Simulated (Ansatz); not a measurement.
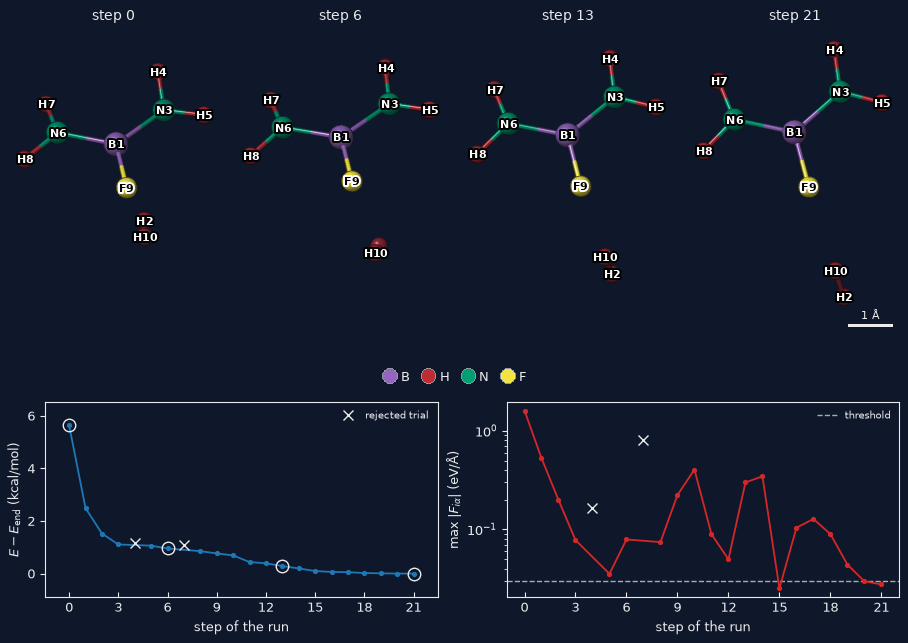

Frames of a relaxation of BN2H6F, marked on the history of the run. A ball-and-stick model, seen face on.

The run prepares an end point of a later path (reaction) calculation, from a guessed geometry.

Theory: RKS PBE/6-31G* (Ansatz). Settings: no spin polarisation; force threshold 0.03 eV/Å; at most 50 steps.

Question: What happens along the run?

Answer: The atom that moves furthest after the best rigid fit is H2 (1.81 Å). Largest moves by element: H 1.81 Å, F 0.59 Å, N 0.46 Å, B 0.31 Å. Near-neighbour distances that change, for instance: H2–H10 0.711 → 0.752 Å, B1–F9 1.346 → 1.367 Å, B1–N3 1.428 → 1.423 Å. Bond angles that change, for instance: B1–N3–H4 122.1° → 124.5°. The energy falls by 5.63 kcal/mol in 19 accepted moves (21 points after the start). The largest force component goes from 1.6 to 0.028 eV/Å. The line search rejected the trial steps at points 4, 7 of the run. The forces were under the threshold at step 15, but the run went on from there. From step 0 to 6: H2 moves most (0.69 Å), energy −4.68 kcal/mol. From step 6 to 13: H2 moves most (0.64 Å), energy −0.67 kcal/mol. From step 13 to 21: H2 moves most (0.55 Å), energy −0.29 kcal/mol.
